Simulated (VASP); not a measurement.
Band structure of Ni$_{3}$Sn (space group Fm-3m). These are LDA (Ceperley-Alder, Perdew-Zunger) with spin-orbit coupling, VASP's LDA PAW potentials (set 64) (plane waves; VASP 6.6.1) values and carry that method's errors.

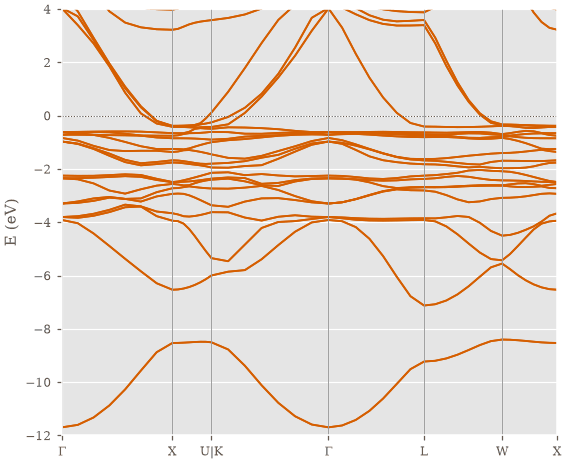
Figure. Bands along high-symmetry lines, zero at the valence-band maximum or, without a gap, the Fermi level

### Question
Read the plot: is there a gap, and where are the band edges?

### Answer
It has no gap at this level: it comes out as a metal or semimetal.

The structure comes from a measured Ni3Sn entry (Fm-3m) of the Crystallography Open Database, whose conditions weren't checked. It was relaxed first, which changed the volume by -10 %.
